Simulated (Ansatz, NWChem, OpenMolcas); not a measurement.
**GeH4 (germane): the vertical ionisation energy, rung by rung**

GeH4 has 5 atoms, charge 0, and is taken as a singlet. As SMILES, `[GeH4]`. The coordinates come from a PBE0-D4/def2-TZVP relaxation.

```xyz
5

Ge    0.0001    0.0001    0.0000
H     1.1481   -0.7563    0.6806
H    -1.2388   -0.0300    0.9042
H    -0.3292   -0.6691   -1.3406
H     0.4198    1.4554   -0.2441
```

Quantity: the vertical ionisation energy (to the doublet cation), in eV. The values are calculated.

| level | kind | program | value (eV) | less CCSD(T)/def2-TZVP | CPU time (all runs) |
| --- | --- | --- | --- | --- | --- |
| PBE/def2-TZVP | GGA | Ansatz | 11.90 | -0.49 | 18 s |
| TPSS/def2-TZVP | meta-GGA | OpenMolcas | 12.05 | -0.34 | 2.7 min |
| BHLYP/def2-TZVP | global hybrid | Ansatz | 12.34 | -0.05 | 39 s |
| wB97M-V/def2-TZVP | range-separated hybrid | Ansatz | 12.31 | -0.08 | 92 s |
| B2PLYP/def2-TZVP | double hybrid | NWChem | 12.32 | -0.07 | 1.9 min |
| RPA@PBE0/def2-TZVP | RPA | Ansatz | 12.33 | -0.06 | 32 s |
| MP2/def2-TZVP | perturbation theory | Ansatz | 12.34 | -0.05 | 6.8 s |
| CCSD(T)/def2-TZVP, open shells restricted | coupled cluster or CI | OpenMolcas | 12.39 | 0.00 | 45 s |
| FCI/STO-3G | exact in the basis | Ansatz | 10.56 | -1.83 | 18 s |

Differences are taken from CCSD(T)/def2-TZVP, open shells restricted for orientation; it has basis-set and higher-order errors of its own. All-electron rows without a relativistic Hamiltonian named are non-relativistic. The values span 10.56 to 12.39 eV. High-level rows in very small sets aren't better than simpler rows in larger ones. In the correlated wave-function rows the outer d shell of Ge is correlated, in sets not made for it. CPU times are rough (shared hosts, several kinds of processor): they show what a rung costs within a factor of a few.

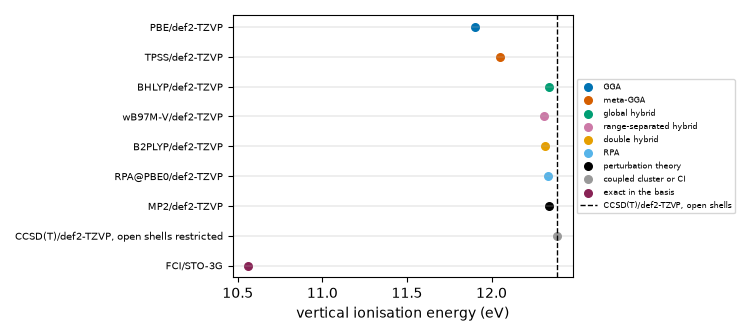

The values of the table, level by level.
